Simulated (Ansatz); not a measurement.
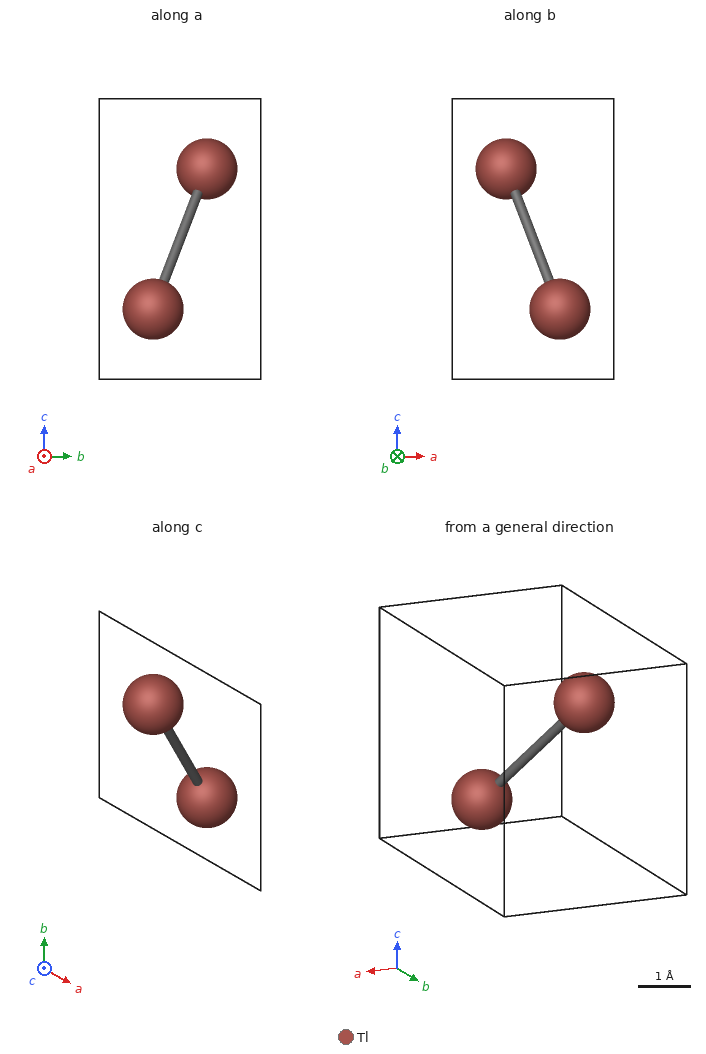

Ball-and-stick drawing of the structure, looking along the a axis, along the b axis, along the c axis and from a general direction. The lines enclose the conventional unit cell; boundary atoms appear with their images.

Edges and angles: a = 3.64 Å, b = 3.64 Å, c = 5.48 Å, α = 90.00°, β = 90.00°, γ = 120.00°.

### How many atoms make up the cell?

2 (thallium), counting shared atoms by their share.

### Give the space group.

P6_3/mmc (No. 194), with Tl on 2d.

### Which prototype does it follow?

Hexagonal close-packed (Mg type).

### How do the bonded atoms link up through the crystal?

The bonds build a three-dimensional framework.

Starting structure: the standard structure of this element. Relaxation method: DFT PBE, scalar-relativistic, plane waves, PAW in Ansatz.
